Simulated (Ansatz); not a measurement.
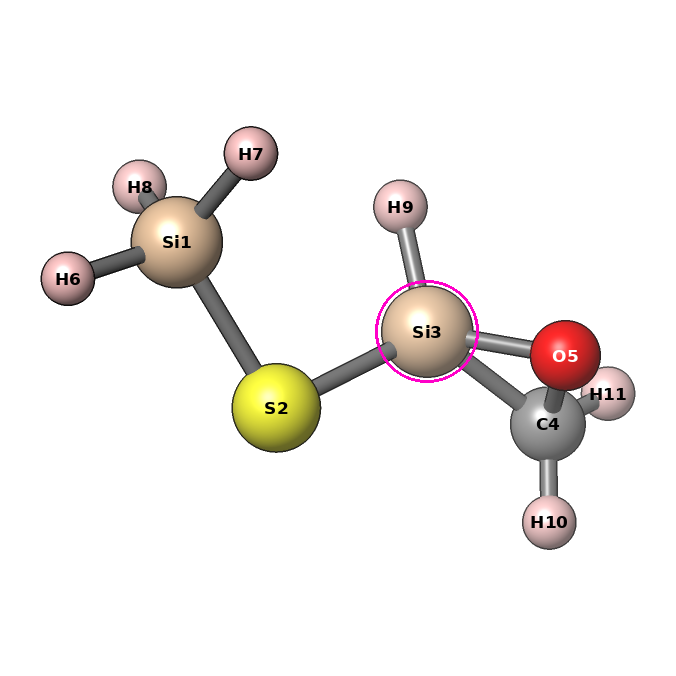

Distant atoms are faded towards the background colour. Circles mark the stereogenic atoms. The geometry was computed by an optimisation with PBE0-D4/def2-TZVP. No frequency run is at hand to confirm it as a minimum.

**Give the R/S and E/Z labels.**

Si3: R (priorities S2 > O5 > C4 > H9).
